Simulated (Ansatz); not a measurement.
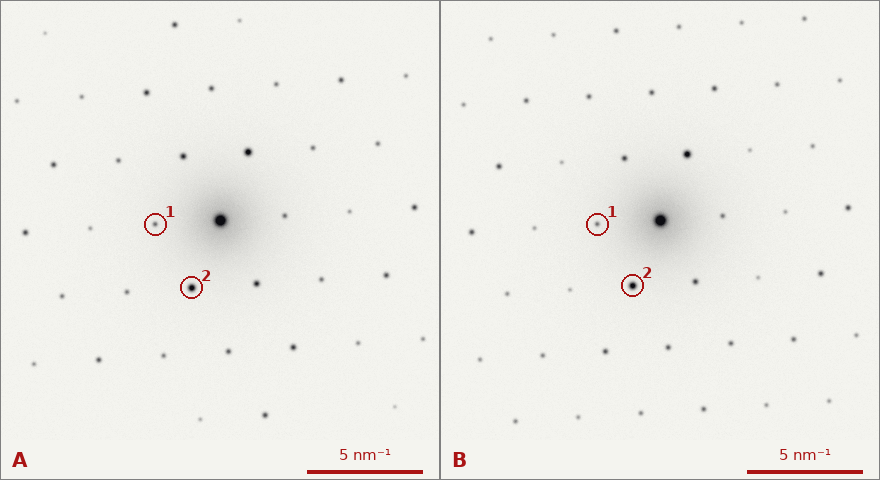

Kinematic electron diffraction patterns (300 kV, B = 0.5 Å², same scale) along [101] of the run's own cell, for the start and the end of one relaxation of La2AsH2 with DFT, PAW plane waves, pbe+U, spin-orbit (Ansatz 0.2.0). k mesh 5×5×3. The start is a generated model structure, and the relaxation ends in the nearest stationary point of its symmetry, not necessarily the ground state. Spot 1 is 0 -1 0 and spot 2 is 1 0 -1 in both.

Start structure:

```
CELL_PARAMETERS angstrom
2.03781 3.52960 0.00000
-2.03781 3.52960 0.00000
0.00000 0.00000 6.68639
ATOMIC_POSITIONS crystal
H 0.33330 0.33340 0.60700
H 0.66670 0.66660 0.39300
La 0.33330 0.33340 0.22650
La 0.66670 0.66660 0.77350
As 0.00000 0.00000 0.00000
```

Question: Which pattern belongs to the start structure, and which to the relaxed one?

Answer: A is the start: its cell gives d(1) = 3.530 Å, d(2) = 3.121 Å and an angle of 63.8°. B is the relaxed structure, with d(1) = 3.649 Å (+3.4 %), d(2) = 3.223 Å (+3.2 %) and 63.8°.

Question: Name reflections whose intensity changes strongly on relaxation.

Answer: 2 2 -2 goes from 24 to 8.1 % of the strongest spot; 2 -1 -2 goes from 13 to 4.5 % of the strongest spot; 2 0 -2 goes from 5 to 14 % of the strongest spot.

Question: Summarise the relaxation behind the change.

Answer: The volume changed by +9.8 % to 21.13 Å³ an atom; with the mean shift removed, the atoms moved by up to 0.26 Å relative to the cell (La most); the space group stayed P-3m1 (No. 164); the free energy fell by 230 meV an atom. Relaxed cell: a = 4.213 Å, b = 4.213 Å, c = 6.872 Å, α = 90.00°, β = 90.00°, γ = 60.00°.
